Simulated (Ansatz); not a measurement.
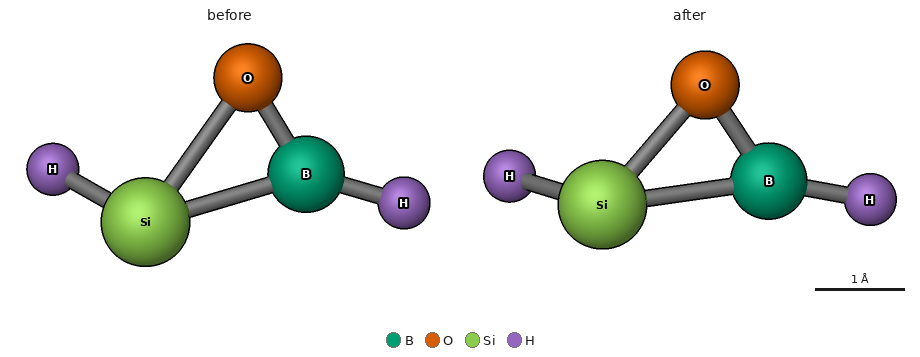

The structure of BSiH2O (multiplicity 2) before (left) and after (right) a relaxation, at one scale.

The picture is a ball-and-stick view, seen face on.

The calculation used UKS PBE0-D4/def2-TZVP in Ansatz. (force threshold 0.005 eV/Å; at most 200 steps)

**What changed between the two?**

The Si atom moves most after the best rigid fit: 0.22 Å. By element the largest moves are Si 0.22 Å, H 0.14 Å, O 0.13 Å, B 0.08 Å. Some distances before and after: O–Si 2.003 → 1.786 Å, B–O 1.282 → 1.326 Å, H–Si 1.463 → 1.503 Å, B–H 1.161 → 1.189 Å. Among the angles between lasting bonds that change: Si–B–H 147.3° → 162.0°, O–Si–H 92.3° → 103.9°, O–B–Si 74.6° → 63.2°. After 8 accepted moves (10 points after the start) the energy has fallen by 0.293 eV. Largest force component: 1 eV/Å at the start, 0.0041 eV/Å at the end. The line search rejected the trial steps at points 3, 5 of the run. Cost: 25 s on 2 threads of Intel Xeon Platinum 8259CL @ 2.50GHz (shared host).
